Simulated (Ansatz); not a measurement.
The starting structures come from a database of crystals and need not be the phases stable at ambient conditions.

 Where the default PAW files enter, the runs use the earlier of Ansatz's two default sets.

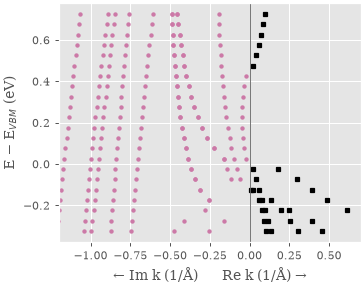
Figure: Complex bands at the centre of the two-dimensional zone; PBEsol in Ansatz (an electronic-structure program)

The gap is the functional's own, uncorrected, and κ follows it; spin-orbit coupling is left out. Mid-gap values are interpolated between the computed energies.

Question: This is Na₃P (P6_3/mmc, not sure to be the ambient phase, 8 atoms a cell, 23.0 Å³ an atom) along the normal of (100). Read off the slowest decay at the centre of the two-dimensional zone at 0.23 eV, the computed energy nearest the middle of the gap.

Answer: κ ≈ 0.05 1/Å, a decay length 1/(2κ) of the density of 11 Å.
